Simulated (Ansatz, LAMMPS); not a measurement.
**Al77Cu23 (at. %) with crystalline order left by the classical run (87 atoms): geometry optimisation**

Aim: bring Al77Cu23 (at. %) with crystalline order left by the classical run (87 atoms) to a nearby minimum of the energy and see what moves.

Method: Kohn-Sham DFT, RPBE, PAW (set soft_2), plane waves, in Ansatz 0.2.0.

### 1. The starting structure

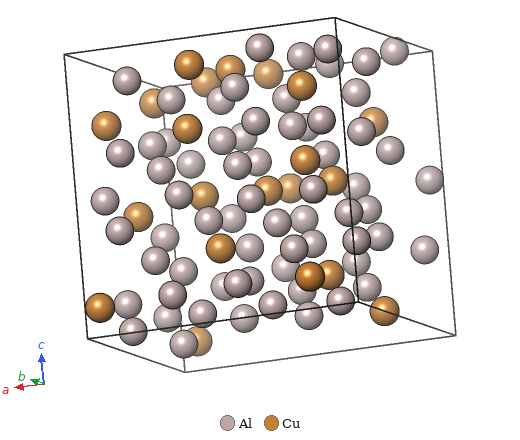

The cell as given, from a free direction (aluminium light grey, copper orange). Some periodic images of atoms are drawn too.

The cell holds 87 atoms: 67 Al and 20 Cu. Its edges and angles: a = 11.156 Å, b = 11.156 Å, c = 11.156 Å, α = 90.0°, β = 90.0°, γ = 90.0°. 87 atoms (67 Al, 20 Cu) placed at random at 3.36 g/cm³, melted at 1800 K for 10 ps at fixed volume with the EAM Al-Cu potential (Cai and Ye, Phys. Rev. B 54, 8398 (1996)). Quenched from 1800 K to 300 K at 30 K/ps and zero pressure, held 5 ps.

Before any run, some limits are plain. The quench rate of 30 K/ps is many orders above laboratory rates, so the cell is likely richer in defects and strain than a real sample. The starting topology of bonds comes from the classical model. The electron count is odd and the run has no spin polarisation.

### 2. Relaxation

With the cell held, the atoms are moved downhill towards a nearby minimum.

Input file input.yaml:

```yaml
crystal:
  lattice:
    - [11.15635, 0.0, 0.0]
    - [0.0, 11.15635, 0.0]
    - [0.0, 0.0, 11.15635]
  atoms:
    - { symbol: Al, position: [0.9346, 0.28336, 0.43122] }
    - { symbol: Al, position: [0.36603, 0.37501, 0.3261] }
    - { symbol: Al, position: [0.66495, 0.58592, 0.42133] }
    - { symbol: Al, position: [0.2941, 0.5392, 0.95577] }
    [... 77 atom lines left out ...]
    - { symbol: Cu, position: [0.74056, 0.39864, 0.53804] }
    - { symbol: Cu, position: [0.11278, 0.40517, 0.0529] }
    - { symbol: Cu, position: [0.58107, 0.90102, 0.92072] }
    - { symbol: Cu, position: [0.25203, 0.70886, 0.56584] }
    - { symbol: Cu, position: [0.25716, 0.53664, 0.18319] }
    - { symbol: Cu, position: [0.23793, 0.71976, 0.82429] }
kpoints:
  mp_grid: { grid: [2, 2, 2] }
hamiltonian:
  xc: rpbe
scf:
  occupations: { method: fermi_dirac, width: 0.1 }
output:
  forces: true
relax:
  f_tol: 0.05
  max_steps: 42
```

Command:

```bash
$ ansatz run input.yaml --threads 8 --pin off --max-ram 15872MiB --backend cpu --events-out ev --progress --plain --runs-dir out
```

The job ended after 10 min (8 threads of Arm Neoverse V2, shared host; peak memory 12 GiB; 77 min of CPU time).

The program notes that it cut back its work space to fit the memory limit.

Relaxation path:

| step | energy less that of the first step (eV) | largest force component (eV/Å) |
| --- | --- | --- |
| 1 | 0.0000 | 1.1919 |
| 2 | -2.9821 | 0.5509 |
| 3 | -4.1183 | 0.2283 |
| 4 | -4.5714 | 0.1433 |
| 5 | -4.7854 | 0.0983 |
| 6 | -4.8803 | 0.0868 |
| 7 | -4.9694 | 0.0934 |
| 8 | -5.0583 | 0.0886 |
| 9 | -5.1149 | 0.0703 |
| 10 | -5.1921 | 0.0515 |
| 11 | -5.1848 | 0.1488 |
| 12 | -5.2244 | 0.0192 |
| 13 | -5.2348 | 0.0408 |

Relaxation step 11 was tried and not accepted.

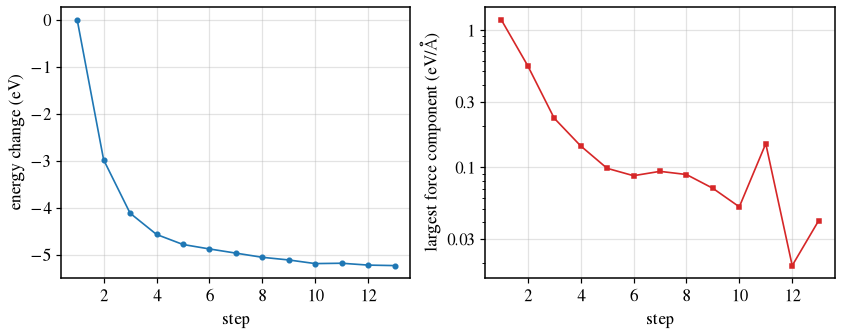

Energy and largest force along the relaxation.

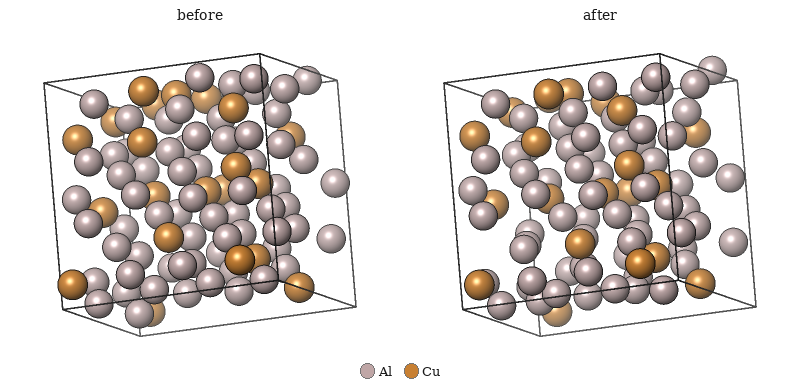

The structure before and after the relaxation, drawn at the same scale.

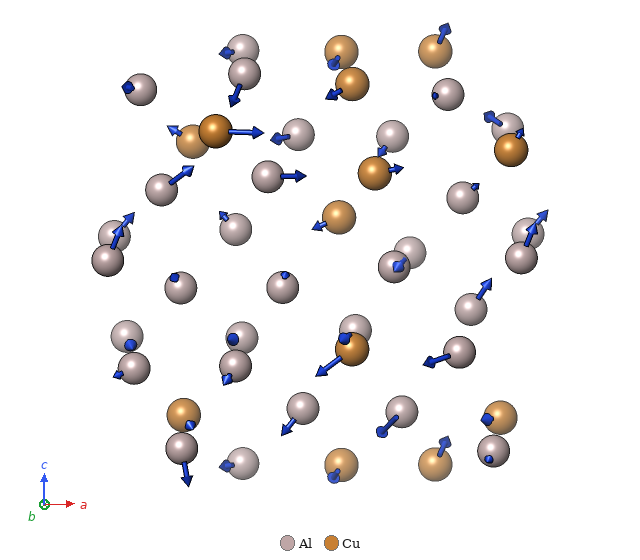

Displacements in the relaxation, exaggerated; the longest in the cell stands for 0.94 Å. Drawn is a slice 5 Å thick, seen along the normal of the ac plane.

The atoms that moved most (Å):

| atom | dx | dy | dz | length |
| --- | --- | --- | --- | --- |
| Al48 | -0.323 | 0.767 | -0.448 | 0.945 |
| Al31 | 0.379 | 0.611 | 0.493 | 0.871 |
| Al12 | -0.254 | 0.446 | 0.543 | 0.747 |
| Al23 | -0.300 | 0.605 | -0.302 | 0.740 |
| Cu87 | 0.685 | -0.264 | -0.006 | 0.734 |
| Al5 | 0.445 | -0.376 | 0.382 | 0.696 |
| Al4 | -0.444 | -0.431 | -0.309 | 0.692 |
| Al63 | -0.499 | 0.405 | -0.215 | 0.678 |

The relaxation changed the energy by -60.2 meV/atom, and atoms moved by 0.44 Å r.m.s., 0.94 Å at most.

### 3. Distances and neighbours after relaxation

Density 3.68 g/cm³, 15.96 Å³ an atom.

g(r), total and by pair (bins of 0.2 Å):

| r (Å) | total | Al-Al | Al-Cu | Cu-Cu |
| --- | --- | --- | --- | --- |
| 2.50 | 0.84 | 0.00 | 2.19 | 1.28 |
| 2.70 | 4.34 | 3.29 | 6.40 | 2.29 |
| 2.90 | 3.10 | 4.30 | 1.26 | 1.95 |
| 3.10 | 0.74 | 0.96 | 0.49 | 0.00 |
| 3.30 | 0.33 | 0.36 | 0.34 | 0.00 |
| 3.50 | 0.26 | 0.28 | 0.27 | 0.00 |
| 3.70 | 0.41 | 0.46 | 0.32 | 0.40 |
| 3.90 | 0.77 | 0.63 | 0.91 | 1.47 |
| 4.10 | 0.55 | 0.60 | 0.47 | 0.50 |
| 4.30 | 0.63 | 0.63 | 0.56 | 1.18 |
| 4.50 | 1.06 | 0.86 | 1.29 | 1.79 |
| 4.70 | 1.62 | 1.60 | 1.58 | 2.24 |
| 4.90 | 1.50 | 1.58 | 1.41 | 1.15 |
| 5.10 | 1.16 | 1.24 | 1.05 | 1.05 |
| 5.30 | 1.20 | 1.17 | 1.23 | 1.19 |
| 5.50 | 1.18 | 1.24 | 1.11 | 0.93 |

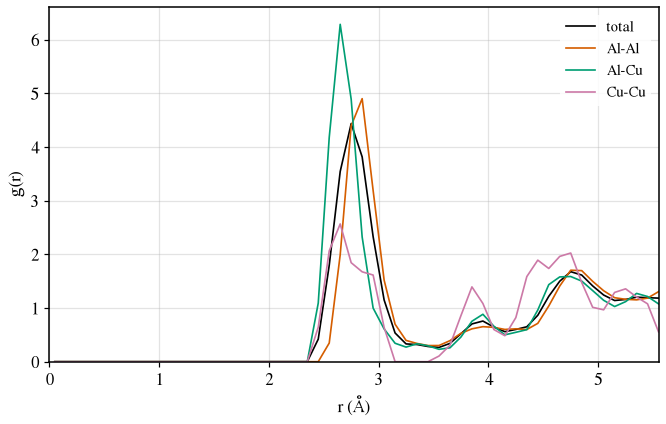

Pair distribution functions, lightly smoothed.

Neighbours by pair of elements; one cutoff, the widest of the pairs' first minima of g(r), serves all pairs of this metal:

| pair A-B | cutoff (Å) | bonds | mean length (Å) | spread (Å) | shortest (Å) | B about A | A about B |
| --- | --- | --- | --- | --- | --- | --- | --- |
| Al-Al | 3.52 | 305 | 2.89 | 0.177 | 2.61 | 9.10 | 9.10 |
| Al-Cu | 3.52 | 196 | 2.75 | 0.2 | 2.51 | 2.92 | 9.8 |
| Cu-Cu | 3.52 | 15 | 2.75 | 0.151 | 2.51 | 1.5 | 1.5 |

How many atoms have how many bonded neighbours:

| element | mean | 10 | 11 | 12 | 13 |
| --- | --- | --- | --- | --- | --- |
| Al | 12.0 | 1 | 14 | 34 | 18 |
| Cu | 11.3 | 1 | 12 | 7 | 0 |

Bond length by coordination (bonds to H left out):

| element | coordination | atoms | mean bond length (Å) |
| --- | --- | --- | --- |
| Al | 10 | 1 | 2.78 |
| Al | 11 | 14 | 2.8 |
| Al | 12 | 34 | 2.85 |
| Al | 13 | 18 | 2.92 |
| Cu | 10 | 1 | 2.66 |
| Cu | 11 | 12 | 2.74 |
| Cu | 12 | 7 | 2.78 |

For some of the pairs, g(r) has its first main peak near 2.8 Å (Al-Al), 2.7 Å (Al-Cu) and 2.6 Å (Cu-Cu). Counting bonds as in the table, 51 % of Al atoms have 12 and 60 % of Cu atoms have 11 bonded neighbours.

### 4. Single point at the relaxed geometry

The electronic structure is read at the final geometry, in a run of its own.

Input file input.yaml:

```yaml
crystal:
  lattice:
    - [11.15635, 0.0, 0.0]
    - [0.0, 11.15635, 0.0]
    - [0.0, 0.0, 11.15635]
  atoms:
    - { symbol: Al, position: [0.91474, 0.27347, 0.40844] }
    - { symbol: Al, position: [0.38312, 0.37737, 0.32507] }
    - { symbol: Al, position: [0.64527, 0.59759, 0.40941] }
    - { symbol: Al, position: [0.25426, 0.50056, 0.92806] }
    [... 77 atom lines left out ...]
    - { symbol: Cu, position: [0.75989, 0.42871, 0.52558] }
    - { symbol: Cu, position: [0.11264, 0.38819, 0.07202] }
    - { symbol: Cu, position: [0.55305, 0.91663, 0.90317] }
    - { symbol: Cu, position: [0.2858, 0.6987, 0.58003] }
    - { symbol: Cu, position: [0.25717, 0.53838, 0.18809] }
    - { symbol: Cu, position: [0.29929, 0.6961, 0.82373] }
kpoints:
  mp_grid: { grid: [2, 2, 2] }
hamiltonian:
  xc: rpbe
scf:
  occupations: { method: fermi_dirac, width: 0.1 }
output:
  forces: true
  stress: true
  populations: intrinsic
  dos:
    method: { smearing: { sigma: 0.1 } }
    de: 0.1
    projected: { site_lists: { Al: [Al], Cu: [Cu] } }
  eigenvalues: true
  write_density: true
  write_potential: true
  volumetric_format: npy
  elf: true
```

The job ended after 1.9 min (8 threads; peak memory 12 GiB; 15 min of CPU time).

Read from the output:

| Item | Value |
| --- | --- |
| free energy | -168817.0380 eV |
| free energy per atom | -1940.4257 eV/atom |
| SCF cycles | 10 |
| pressure | 0.8022 GPa |
| r.m.s. force component | 0.0125 eV/Å |
| longest force | 0.05677 eV/Å |
| Fermi energy | 9.27 eV |
| levels partly filled by over 2 per cent | 107 |

Density of states as counts of states in windows of 1 eV (from the Fermi level), total and the larger projections:

| from (eV) | to (eV) | total | Al p | Cu d | Al s |
| --- | --- | --- | --- | --- | --- |
| -10 | -9 | 12.3 | 5.8 | 0.1 | 5.1 |
| -9 | -8 | 13.1 | 7.2 | 0.2 | 4.7 |
| -8 | -7 | 18.8 | 10.8 | 0.5 | 6.2 |
| -7 | -6 | 20.5 | 11.6 | 1.5 | 6.3 |
| -6 | -5 | 33.4 | 16.6 | 6.4 | 8.7 |
| -5 | -4 | 66.4 | 17.1 | 41.4 | 6.1 |
| -4 | -3 | 142.1 | 18.4 | 118.1 | 3.7 |
| -3 | -2 | 44.9 | 20.1 | 18.0 | 5.1 |
| -2 | -1 | 30.8 | 16.2 | 5.3 | 7.1 |
| -1 | 0 | 34.5 | 19.5 | 2.8 | 8.7 |
| 0 | 1 | 32.7 | 18.8 | 1.7 | 8.1 |
| 1 | 2 | 39.3 | 22.5 | 1.3 | 9.2 |
| 2 | 3 | 37.0 | 20.2 | 0.8 | 8.8 |

Between -26 and -10 eV lie 5 more states.

The stored curve holds about 422 of the 581 electrons; the rest, give or take the few that broadening carries across the Fermi level, lie in deeper levels below its range.

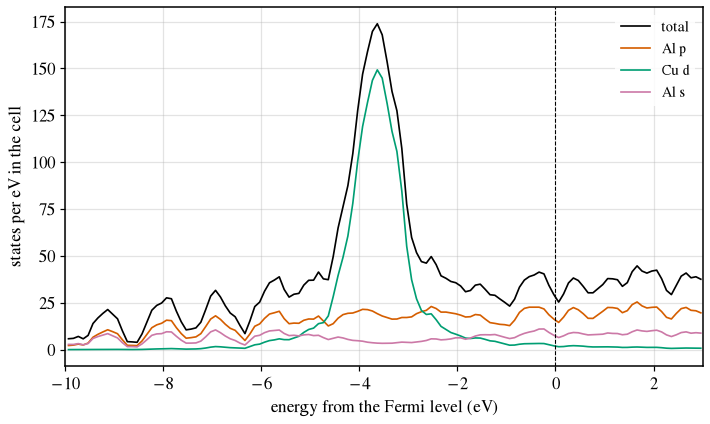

Total and projected density of states, with the broadening of the input.

The levels nearest the highest filled one (over half full), pooled over k-points and spins:

| level less the highest filled one (eV) | occupation |
| --- | --- |
| -0.0246 | 1.13 |
| -0.0229 | 1.12 |
| -0.0196 | 1.10 |
| -0.0183 | 1.09 |
| -0.0023 | 1.02 |
| 0 | 1.00 |
| 0.01 | 0.954 |
| 0.0291 | 0.86 |
| 0.0401 | 0.806 |
| 0.0449 | 0.783 |
| 0.0469 | 0.774 |
| 0.0585 | 0.72 |

Within 0.4 eV of the Fermi level the largest share is Al p (60 % of the projected weight).

### 5. Outcome

```yaml
energy_change_in_the_relaxation: -60.17 meV/atom
r_m_s_displacement: 0.442 Å
largest_displacement: 0.945 Å
free_energy_per_atom: -1940.4257 eV/atom
pressure: 0.8022 GPa
r_m_s_force_component: 0.0125 eV/Å
wall_time_of_the_2_dft_runs: 12 min
```

**Reading.** Relaxation lowers the energy by 60.2 meV/atom and moves atoms by 0.44 Å r.m.s. By the final cutoffs 48 of 543 bonded pairs parted and 21 joined. From the first step to the last the energy fell by 5.235 eV, and the largest move was 0.94 Å (Al48). Counting bonds as in the table, 51 % of Al atoms have 12 and 60 % of Cu atoms have 11 bonded neighbours. 107 levels are partly filled, by over 2 % (on the run's k-points), as in a metal.

Caveats: The starting topology of bonds comes from the classical model; in DFT 48 of its 543 bonded pairs passed out of the cutoffs and 21 came within them.

[Logs are printed without paths, hosts, clocks, repeated set-up lines and the standing remarks that a program may print on its own settings, such as how far it seeks lower states.]

[Hosts, paths, dates, database ids (printed as entryN), source tags and the programs' standing remarks are cut or masked in the printed files.]
